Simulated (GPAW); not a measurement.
**A GW chain in GPAW: SiC (F-43m)**

How does a plane-wave GW calculation on SiC (F-43m) run from the first input to the gap?

Main program and level: GPAW 26.7.0; PBE and many-body steps on it, plane waves.

**Experimental background.**

- Gap 2.4 eV: Tauc optical (indirect) gap of annealed polycrystalline 3C-SiC; UV-VIS spectroscopic ellipsometry, Tauc analysis; film (CVD ultrathin polycrystalline film, annealed, about 5 nm grains) (“On-Demand CMOS-Compatible Fabrication of Ultrathin Self-Aligned SiC Nanowire Arrays”, 2018, pmc:6267454).

- Gap 2.39 eV: band gap at cryogenic temperature; bulk crystal (literature value) (quoted in “Silicon carbide diodes for neutron detection”, 2020, arxiv:2009.14696).

**1. The structure**

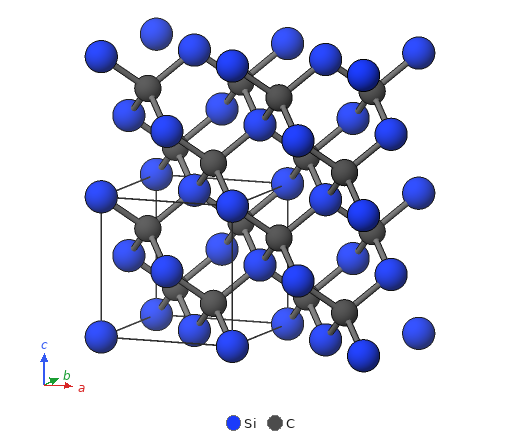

The cell as given, slightly off an axis (silicon blue, carbon dark grey). 2×1×2 cells are drawn. This picture shows the conventional cell, with its axes. Bonds to atoms that aren't drawn are left out. Some periodic images of atoms are drawn too.

Structure file:

```cif
data_structure
_symmetry_space_group_name_H-M 'F-43m'
_symmetry_Int_Tables_number 216
_cell_length_a 4.3580
_cell_length_b 4.3580
_cell_length_c 4.3580
_cell_angle_alpha 90.000
_cell_angle_beta 90.000
_cell_angle_gamma 90.000
_cell_volume 82.77
loop_
_atom_site_label
_atom_site_type_symbol
_atom_site_symmetry_multiplicity
_atom_site_Wyckoff_symbol
_atom_site_fract_x
_atom_site_fract_y
_atom_site_fract_z
_atom_site_occupancy
Si1 Si 4 a 0.00000 0.00000 0.00000 1
C1 C 4 d 0.25000 0.25000 0.75000 1
```

The cell and positions come from the Crystallography Open Database and are kept as given unless a step says otherwise.

**2. Ground state**

This step: GPAW 26.7.0; DFT, PBE, plane waves, PAW.

The ground-state density comes first.

The input, run.py:

```python
import json
import numpy as np
from gpaw.mpi import world
from ase import Atoms
from gpaw import GPAW, PW, FermiDirac

atoms = Atoms(['Si', 'C'],
    cell=[[0.0000000000, 2.1790000000, 2.1790000000],
      [2.1790000000, 0.0000000000, 2.1790000000],
      [2.1790000000, 2.1790000000, 0.0000000000]],
    scaled_positions=[[0.0000000000, 0.0000000000, 0.0000000000],
      [0.2500000000, 0.2500000000, 0.2500000000]],
    pbc=(True, True, True))
calc = GPAW(mode=PW(600),
    xc='PBE',
    kpts={'size': (10, 10, 10), 'gamma': True},
    occupations=FermiDirac(0.001),
    nbands=-7,
    convergence={'density': 1e-6, 'bands': -3},
    maxiter=100,
    txt='gs.txt')
atoms.calc = calc
res = {'energy': atoms.get_potential_energy()}
kpts = calc.get_ibz_k_points()
res['kpts'] = kpts
res['eigenvalues'] = [calc.get_eigenvalues(kpt=k) for k in range(len(kpts))]
res['n_electrons'] = calc.get_number_of_electrons()
calc.write('gs.gpw')

if world.rank == 0:
    with open('result.json', 'w') as f:
        json.dump(res, f, default=lambda x: x.tolist())
```

Command:

```bash
> mpirun -n 4 gpaw python run.py
```

Output:

```text
__  _  _
 | _ |_)|_||  |
 |__||  | ||/\| - 26.7.0

Input parameters:
  mode=PW(ecut=600.0),
  convergence={'density': 1e-06, 'bands': -3},
  kpts=MonkhorstPack(size=(10, 10, 10), gamma=True),
  maxiter=100,
  nbands=-7,
  occupations=Occupations(name='fermi-dirac', width=0.001, fixmagmom=False),
  xc=XC(name='PBE')
  [... matrices ...]
Diagonalizing LCAO Hamiltonian
Converting LCAO to pw mode

           C
       Si

Atoms  # Å, Bohr magnetons
|   | symbol |        x |        y |        z |    initial magnetic moments |
| 0 |     Si | 0.000000 | 0.000000 | 0.000000 | ( 0.0000,  0.0000,  0.0000) |
| 1 |      C | 1.089500 | 1.089500 | 1.089500 | ( 0.0000,  0.0000,  0.0000) |

Unit cell  # Å
| periodic |        x |        y |        z |  lengths |    angles |
|      yes | 0.000000 | 2.179000 | 2.179000 | 3.081571 | 60.000000 |
|      yes | 2.179000 | 0.000000 | 2.179000 | 3.081571 | 60.000000 |
|      yes | 2.179000 | 2.179000 | 0.000000 | 3.081571 | 60.000000 |

Number of symmetries: 24
Symmetry operations  # r_c * U_cc + t_c -> r_c
|    | kind |            matrix            |
|  0 |  E   |  1, 0, 0,  0, 1, 0,  0, 0, 1 |
|  1 |  σ   |  1, 0, 0,  0, 0, 1,  0, 1, 0 |
|  2 |  σ   |  1, 0,-1,  0, 1,-1,  0, 0,-1 |
|  3 |  C3  |  1, 0,-1,  0, 0,-1,  0, 1,-1 |
|  4 |  C3  |  1,-1, 0,  0,-1, 1,  0,-1, 0 |
|  5 |  σ   |  1,-1, 0,  0,-1, 0,  0,-1, 1 |
|  6 |  σ   |  0, 1, 0,  1, 0, 0,  0, 0, 1 |
|  7 |  C3  |  0, 1, 0,  0, 0, 1,  1, 0, 0 |
|  8 |  C2  |  0, 1,-1,  1, 0,-1,  0, 0,-1 |
|  9 |  S4  |  0, 1,-1,  0, 0,-1,  1, 0,-1 |
| 10 |  C3  |  0, 0, 1,  1, 0, 0,  0, 1, 0 |
| 11 |  σ   |  0, 0, 1,  0, 1, 0,  1, 0, 0 |
| 12 |  S4  |  0, 0,-1,  1, 0,-1,  0, 1,-1 |
| 13 |  C3  |  0, 0,-1,  0, 1,-1,  1, 0,-1 |
| 14 |  S4  |  0,-1, 1,  1,-1, 0,  0,-1, 0 |
| 15 |  C2  |  0,-1, 1,  0,-1, 0,  1,-1, 0 |
| 16 |  C3  |  0,-1, 0,  1,-1, 0,  0,-1, 1 |
| 17 |  S4  |  0,-1, 0,  0,-1, 1,  1,-1, 0 |
| 18 |  S4  | -1, 1, 0, -1, 0, 1, -1, 0, 0 |
| 19 |  C3  | -1, 1, 0, -1, 0, 0, -1, 0, 1 |
| 20 |  C3  | -1, 0, 1, -1, 1, 0, -1, 0, 0 |
| 21 |  S4  | -1, 0, 1, -1, 0, 0, -1, 1, 0 |
| 22 |  σ   | -1, 0, 0, -1, 1, 0, -1, 0, 1 |
| 23 |  C2  | -1, 0, 0, -1, 0, 1, -1, 1, 0 |

BZ-sampling:
  Number of BZ points: 1000
  Number of IBZ points: 47

  Monkhorst-Pack size: [10, 10, 10]
  Monkhorst-Pack shift: [0.05, 0.05, 0.05]

K-points  # in reciprocal-cell coordinates
|     |                                coordinates |     weight |
|   0 | (  0.00000000,   0.00000000,   0.00000000) | 0.00100000 |
|   1 | (  0.10000000,   0.10000000,   0.00000000) | 0.00600000 |
|   2 | (  0.10000000,   0.10000000,   0.10000000) | 0.00800000 |
|   3 | (  0.20000000,   0.10000000,   0.10000000) | 0.01200000 |
|   4 | (  0.20000000,   0.20000000,   0.00000000) | 0.00600000 |
|   5 | (  0.20000000,   0.20000000,   0.10000000) | 0.02400000 |
|   6 | (  0.20000000,   0.20000000,   0.20000000) | 0.00800000 |
|   7 | (  0.30000000,   0.20000000,   0.10000000) | 0.02400000 |
|   8 | (  0.30000000,   0.20000000,   0.20000000) | 0.02400000 |
|   9 | (  0.30000000,   0.30000000,   0.00000000) | 0.00600000 |
| ... |                                            |            |
|  46 | (  0.50000000,   0.50000000,   0.50000000) | 0.00400000 |

Plane wave coefficients: 701
Cutoff: 600.0 eV

Spin-components: 1 (collinear spins)
Bands:           11
Projectors:      10
Spin-degeneracy: 2
Datatype:        complex128

  Storage: CPU
  Wave functions: 5_798_672 bytes (1_449_668 per core)
  Projectors: 11_070_192 bytes (2_767_548 per core)
  [... matrices ...]
Parallelization:
  kpt:    4
  domain: 1
  band:   1

Density:
  Valence electrons: 8.0
  Components: 1
  Grid points: [18 18 18]
  Charge: 0.0  # |e|

Potential:
  Grid points: [18 18 18]

species:
  Si:
    name:    Silicon
    Z:       14.0
    valence: 4
    core:    10
    charge:  0.0  # [|e|]
    compensation charges:
      type: gauss
      rc: 0.33  # [Å]
      lmax: 2
    cutoffs:
      filter: 1.86  # [Å]
      core: 2.06  # [Å]
    projectors
    | kind |    occ | energy [eV] | rcut [Å] |
    |   3s |  2.000 |     -10.812 |    1.058 |
    |   3p |  2.000 |      -4.081 |    1.058 |
    |    s |        |      16.399 |    1.058 |
    |    p |        |      23.130 |    1.058 |
    |    d |        |       0.000 |    1.058 |

    Using partial waves for Si as LCAO basis

  C:
    name:    Carbon
    Z:       6.0
    valence: 4
    core:    2
    charge:  0.0  # [|e|]
    compensation charges:
      type: gauss
      rc: 0.20  # [Å]
      lmax: 2
    cutoffs:
      filter: 1.14  # [Å]
      core: 1.14  # [Å]
    projectors
    | kind |    occ | energy [eV] | rcut [Å] |
    |   2s |  2.000 |     -13.751 |    0.635 |
    |   2p |  2.000 |      -5.284 |    0.635 |
    |    s |        |      13.461 |    0.635 |
    |    p |        |      21.927 |    0.635 |
    |    d |        |       0.000 |    0.635 |

    Using partial waves for C as LCAO basis

Reference energy: -8913.972366  # eV

eigensolver:
  PPCG
  Converge bands: -3
  niter=2

density mixing:
  MSR1-Mixer
  Pratt-step length: 0.05
  Maximum mixing coefficient: 0.75
  Old densities: 10
  SVD Regularization: 0.005
  Good broyden scale: 1.0
  Trust region scale: 1.0
  Backstep threshold: 4.0
  History deletion threshold: 6.0
  Fourier metric: weight=20.0, sigma=0.015

occupation numbers:
  Fermi-Dirac:
    width: 0.0010  # eV

poisson solver:
  ecut: 4800.0  # eV

xc functional:
  name: PBE with 2 nearest neighbor stencil

Initialization done in: 0.768 s

convergence criteria:
- Maximum integral of absolute [dens]ity change: 1e-06 electrons / valence electron
- Maximum [total energy] change in last 3 cyles: 0.0005 eV / valence electron
- Maximum integral of absolute [eigenst]ate change: 4e-08 eV^2 / valence electron
maximum number of iterations: 100

SCF iterations
|iter     |     time |      energy | eigst |  dens |
|iter:   1|  |  -16.588619 | +1.16 |       |
|iter:   2|  |  -16.212925 | +0.12 | -0.56 |
|iter:   3|  |  -14.962644 | -0.58 | -0.61 |
|iter:   4|  |  -14.968317 | -2.60 | -1.32 |
|iter:   5|  |  -14.971631 | -3.14 | -1.69 |
|iter:   6|  |  -14.971697c| -4.97 | -2.68 |
|iter:   7|  |  -14.971703c| -6.01 | -3.26 |
|iter:   8|  |  -14.971703c| -7.72c| -4.13 |
|iter:   9|  |  -14.971703c| -8.06c| -5.08 |
|iter:  10|  |  -14.971703c| -8.94c| -5.69 |
|iter:  11|  |  -14.971703c| -9.66c| -6.71c|

Converged in 11 steps
SCF loop duration: 1.813 s (0.165 s/step)
Energy contributions relative to reference atoms: (reference = -8913.972366)
  [... matrices ...]
Energy contributions:
  Kinetic:          16.272613
  Coulomb:         -13.702728
  Zero:             -0.018151
  External:          0.000000
  Xc:              -17.523438
  Entropy:          -0.000000
  Spinorbit:         0.000000
  ----------------------------
  Free energy:     -14.971703
  Extrapolated:    -14.971703

dipole moment: (-10.763622, -10.763622, -10.763622)  # |e|*Ang

Fermi level: 9.457
Eigenvalues  # (at kpt = [0.000, 0.000, 0.000])
| band index |      eig [eV] | occ [0-2] |
|          0 |        -7.165 |     2.000 |
|          1 |         8.249 |     2.000 |
|          2 |         8.249 |     2.000 |
|          3 |         8.249 |     2.000 |
|          4 |        14.510 |     0.000 |
|          5 |        15.550 |     0.000 |
|          6 |        15.550 |     0.000 |
|          7 |        15.550 |     0.000 |
|          8 |        22.762 |     0.000 |
|          9 |        22.762 |     0.000 |
|         10 |        24.741 |     0.000 |

Gap: 1.350 eV
Transition (v -> c):
  (s=0, k=0, n=3, [0.00, 0.00, 0.00]) -> (s=0, k=41, n=4, [0.50, 0.50, 0.00])
Direct/indirect transitions are different
Direct gap: 4.543 eV
Transition at: (s=0, k=41, n=3, [0.50, 0.50, 0.00])
# Writing to gs.gpw (mode='')
  [... matrices ...]
```

It took 4 s on 4 MPI ranks of Arm Neoverse V2, shared host; peak memory 0.57 GiB; 16 s of CPU time.

This step gave:

```yaml
total_energy: -14.97 eV
gap: 1.350 eV
k_of_the_valence_top: 0, 0, 0
k_of_the_conduction_bottom: 0.5, 0.5, 0
least_direct_gap: 4.543 eV
```

The gap is indirect, with the least direct gap 3.19 eV higher.

**3. Bands along the symmetry lines**

The cheap functional maps the bands first; the places of the edges decide which points the dearer methods must see.

The input, run.py:

```python
import json
import numpy as np
from gpaw.mpi import world
from gpaw import GPAW

path = [[0.000000, 0.000000, 0.000000],
    [-0.062500, -0.062500, 0.000000],
    [-0.125000, -0.125000, 0.000000],
    [-0.187500, -0.187500, 0.000000],
    [-0.250000, -0.250000, 0.000000],
    [-0.312500, -0.312500, 0.000000],
    [-0.375000, -0.375000, 0.000000],
    [-0.437500, -0.437500, 0.000000],
    [-0.500000, -0.500000, 0.000000],
    [-0.484375, -0.484375, 0.031250],
    [-0.468750, -0.468750, 0.062500],
    [-0.453125, -0.453125, 0.093750],
    [-0.437500, -0.437500, 0.125000],
    [-0.421875, -0.421875, 0.156250],
    [-0.406250, -0.406250, 0.187500],
    [-0.390625, -0.390625, 0.218750],
    [-0.375000, -0.375000, 0.250000],
    [-0.375000, 0.000000, 0.375000],
    [-0.328125, 0.000000, 0.328125],
    [-0.281250, 0.000000, 0.281250],
    [-0.234375, 0.000000, 0.234375],
    [-0.187500, 0.000000, 0.187500],
    [-0.140625, 0.000000, 0.140625],
    [-0.093750, 0.000000, 0.093750],
    [-0.046875, 0.000000, 0.046875],
    [0.000000, 0.000000, 0.000000],
    [0.000000, 0.000000, 0.062500],
    [0.000000, 0.000000, 0.125000],
    [0.000000, 0.000000, 0.187500],
    [0.000000, 0.000000, 0.250000],
    [0.000000, 0.000000, 0.312500],
    [0.000000, 0.000000, 0.375000],
    [0.000000, 0.000000, 0.437500],
    [0.000000, 0.000000, 0.500000],
    [-0.062500, -0.031250, 0.468750],
    [-0.125000, -0.062500, 0.437500],
    [-0.187500, -0.093750, 0.406250],
    [-0.250000, -0.125000, 0.375000],
    [-0.312500, -0.156250, 0.343750],
    [-0.375000, -0.187500, 0.312500],
    [-0.437500, -0.218750, 0.281250],
    [-0.500000, -0.250000, 0.250000],
    [-0.500000, -0.281250, 0.218750],
    [-0.500000, -0.312500, 0.187500],
    [-0.500000, -0.343750, 0.156250],
    [-0.500000, -0.375000, 0.125000],
    [-0.500000, -0.406250, 0.093750],
    [-0.500000, -0.437500, 0.062500],
    [-0.500000, -0.468750, 0.031250],
    [-0.500000, -0.500000, 0.000000]]
calc = GPAW('gs.gpw').fixed_density(kpts=path,
    symmetry='off',
    nbands=14,
    convergence={'bands': 10},
    txt='bands.txt')
res = {}
kpts = calc.get_ibz_k_points()
res['kpts'] = kpts
res['eigenvalues'] = [calc.get_eigenvalues(kpt=k) for k in range(len(kpts))]
res['n_electrons'] = calc.get_number_of_electrons()

if world.rank == 0:
    with open('result.json', 'w') as f:
        json.dump(res, f, default=lambda x: x.tolist())
```

Command:

```bash
> mpirun -n 4 gpaw python run.py
```

Output:

```text
Diagonalizing LCAO Hamiltonian
Converting LCAO to pw mode
convergence criteria:
- Maximum integral of absolute [eigenst]ate change: 4e-08 eV^2 / valence electron
maximum number of iterations: 100

SCF iterations
|iter     |     time |      energy | eigst |  dens |
|iter:   1|  |             | +2.15 |       |
|iter:   2|  |             | +1.11 |       |
|iter:   3|  |             | -0.10 |       |
|iter:   4|  |             | -1.64 |       |
|iter:   5|  |             | -3.26 |       |
|iter:   6|  |             | -4.76 |       |
|iter:   7|  |             | -6.32 |       |
|iter:   8|  |             | -7.67c|       |
SCF steps: 8
  __  _  _
 | _ |_)|_||  |
 |__||  | ||/\| - 26.7.0

Input parameters:
  mode=PW(ecut=600.0),
  convergence={'bands': 10},
  gpts=array([18, 18, 18]),
  kpts=KPoints(kpts=array([[ 0.      ,  0.      ,  0.      ],
         [-0.0625  , -0.0625  ,  0.      ],
         [-0.125   , -0.125   ,  0.      ],
         [-0.1875  , -0.1875  ,  0.      ],
[...]
[-0.484375, -0.484375,  0.03125 ],
[...]
[-0.453125, -0.453125,  0.09375 ],
[...]
[-0.421875, -0.421875,  0.15625 ],
[...]
[-0.390625, -0.390625,  0.21875 ],
[...]
[-0.328125,  0.      ,  0.328125],
[...]
[-0.234375,  0.      ,  0.234375],
[...]
[-0.140625,  0.      ,  0.140625],
[...]
[-0.046875,  0.      ,  0.046875],
         [ 0.      ,  0.      ,  0.      ],
         [ 0.      ,  0.      ,  0.0625  ],
         [ 0.      ,  0.      ,  0.125   ],
[...]
[ 0.      ,  0.      ,  0.4375  ],
         [ 0.      ,  0.      ,  0.5     ],
[...]
[-0.5     , -0.4375  ,  0.0625  ],
         [-0.5     , -0.46875 ,  0.03125 ],
         [-0.5     , -0.5     ,  0.      ]])),
  maxiter=100,
  nbands=14,
  occupations=Occupations(name='fermi-dirac', width=0.001, fixmagmom=False),
  parallel={},
  symmetry=Symmetry(point_group=False, time_reversal=False),
  xc=XC(name='PBE')
```

It took 3.7 s on 4 MPI ranks; peak memory 0.58 GiB.

Numbers from this step:

```yaml
gap: 1.350 eV
k_of_the_valence_top: 0, 0, 0
k_of_the_conduction_bottom: -0.5, -0.5, 0
least_direct_gap: 4.543 eV
```

The gap is 1.350 eV, as in the run before at this level.

Electronic bands along the path, in eV, zero at the top of the highest filled band; v1 is the highest filled band, c1 the lowest empty one:

```tsv
point	v4	v3	v2	v1	c1	c2	c3	c4
Γ	-15.41	0.00	0.00	0.00	6.26	7.30	7.30	7.30
X	-10.39	-7.80	-3.19	-3.19	1.35	4.31	14.03	14.03
U	-10.39	-7.28	-5.55	-2.60	3.10	7.77	11.85	12.47
jump to K	-10.39	-7.28	-5.55	-2.60	3.10	7.77	11.85	12.47
Γ	-15.41	0.00	0.00	0.00	6.26	7.30	7.30	7.30
L	-11.84	-8.55	-1.05	-1.05	5.43	7.22	7.22	10.08
W	-10.16	-7.03	-5.00	-4.70	5.21	9.45	9.47	9.77
X	-10.39	-7.80	-3.19	-3.19	1.35	4.31	14.03	14.03
```

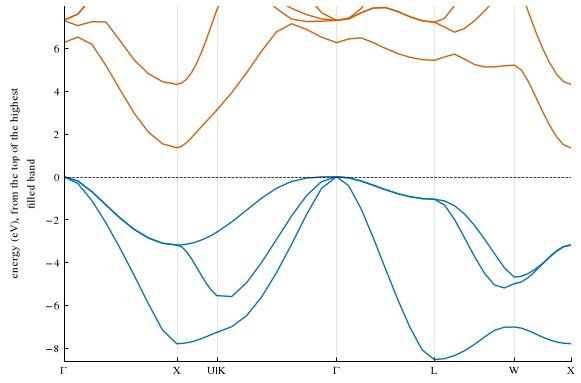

Electronic bands along the path; lines of filled and empty bands in two colours.

**4. Empty states on the mesh, 6×6×6 mesh, 118 bands**

The sums over transitions need many empty states on a uniform mesh; this step solves for them.

The input, run.py:

```python
import json
import numpy as np
from gpaw.mpi import world
from gpaw import GPAW

calc = GPAW('gs.gpw').fixed_density(kpts={'size': (6, 6, 6), 'gamma': True},
    parallel={'domain': 1, 'band': 1},
    txt='nscf.txt')
calc.diagonalize_full_hamiltonian(nbands=118)
calc.write('full.gpw', mode='all')
res = {}
kpts = calc.get_ibz_k_points()
res['kpts'] = kpts
res['eigenvalues'] = [calc.get_eigenvalues(kpt=k) for k in range(len(kpts))]
res['n_electrons'] = calc.get_number_of_electrons()

if world.rank == 0:
    with open('result.json', 'w') as f:
        json.dump(res, f, default=lambda x: x.tolist())
```

Command:

```bash
> mpirun -n 4 gpaw python run.py
```

Output:

```text
Diagonalizing LCAO Hamiltonian
Converting LCAO to pw mode
convergence criteria:
- Maximum integral of absolute [eigenst]ate change: 4e-08 eV^2 / valence electron
maximum number of iterations: 100

SCF iterations
|iter     |     time |      energy | eigst |  dens |
|iter:   1|  |             | +1.32 |       |
|iter:   2|  |             | +0.24 |       |
|iter:   3|  |             | -1.72 |       |
|iter:   4|  |             | -3.44 |       |
|iter:   5|  |             | -4.98 |       |
|iter:   6|  |             | -6.40 |       |
|iter:   7|  |             | -7.57c|       |
SCF steps: 7
  __  _  _
 | _ |_)|_||  |
 |__||  | ||/\| - 26.7.0

Input parameters:
  mode=PW(ecut=600.0),
  convergence={'density': 1e-06, 'bands': -3},
  gpts=array([18, 18, 18]),
  kpts=MonkhorstPack(size=(6, 6, 6), gamma=True),
  maxiter=100,
  nbands=11,
  occupations=Occupations(name='fermi-dirac', width=0.001, fixmagmom=False),
  parallel={'domain': 1, 'band': 1},
  xc=XC(name='PBE')
Matrix size: 701x701
# Writing to full.gpw (mode='all')
  [... matrices ...]

timing:  # [seconds]
  Total: 1.652  # ━━━━━━━━━━━━━━━━━━━━━━━━━━━━━━━━━━━━━━━━━━━━━━━━━━━━━━━━━━━
```

It took 4.2 s on 4 MPI ranks; peak memory 0.77 GiB; 16 s of CPU time.

This step gave:

```
gap                                                           : 1.350 eV
k of the valence top                                          : 0, 0, 0
k of the conduction bottom                                    : 0.5, 0.5, 0
least direct gap                                              : 4.543 eV
k points computed                                             : 16
lowest point of the top converged band, above the valence top : 162.5065 eV
```

On this mesh the gap is 1.350 eV.

(Continued in part 2 of 2.)

[Paths, hosts, dates, memory and timing lines, banners, echoed tables and standing remarks are left out of the program output.]

[Logs are printed without paths, hosts, clocks, repeated set-up lines and the standing remarks that a program may print on its own settings, such as how far it seeks lower states.]

[Runs of the session that timed out or met a known fault of the program may be left out.]

[Hosts, paths, dates, database ids (printed as entryN), source tags and the programs' standing remarks are cut or masked in the printed files.]
